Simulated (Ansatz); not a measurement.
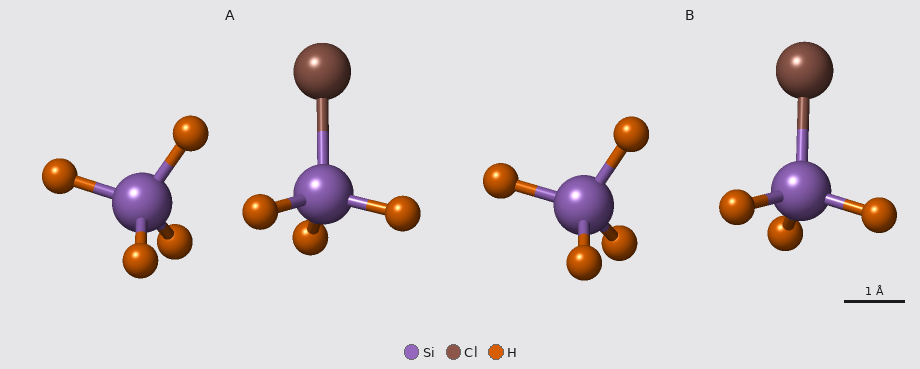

Two geometries of Si₂H₇Cl, drawn at one scale. One is the start of a relaxation, the other its converged end. The picture is a ball-and-stick view, seen at a tilt.

Method: RKS PBE0-D4/6-31G* in Ansatz. (no spin polarisation; force threshold 0.03 eV/Å; at most 50 steps)

**Which geometry has the lower energy?**

Structure B is the relaxed one. The run prepares an end point of a later path (reaction) calculation, from a guessed geometry. The largest move after the best rigid fit is that of the Cl atom, 0.41 Å. By element the largest moves are Cl 0.41 Å, H 0.37 Å, Si 0.34 Å. Some distances before and after: Si–Si 3.433 → 4.106 Å, Cl–Si 2.107 → 2.064 Å, H–Si 1.470 → 1.488 Å. The energy falls by 3.60 kcal/mol in 4 accepted moves (5 points after the start). The largest force component goes from 0.65 to 0.026 eV/Å. The line search rejected the trial step at point 3 of the run.

Limits of the set-up: the start holds two separate molecules, 2.6 Å apart at their closest, whose relative position is a soft coordinate.
